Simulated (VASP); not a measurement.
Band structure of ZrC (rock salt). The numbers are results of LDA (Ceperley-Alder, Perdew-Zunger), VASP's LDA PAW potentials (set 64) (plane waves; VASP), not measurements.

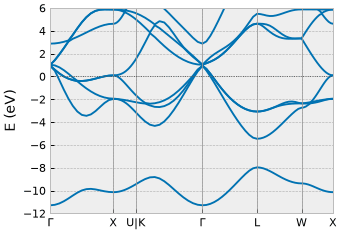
*Bands along high-symmetry lines, zero at the valence-band maximum or, without a gap, the Fermi level*

Q: Read the plot: is there a gap, and where are the band edges?

A: It has no gap at this level: it comes out as a metal or semimetal. (Edges off the drawn lines would not show.)

The compound is ZrC in the rock salt structure. It was relaxed first.
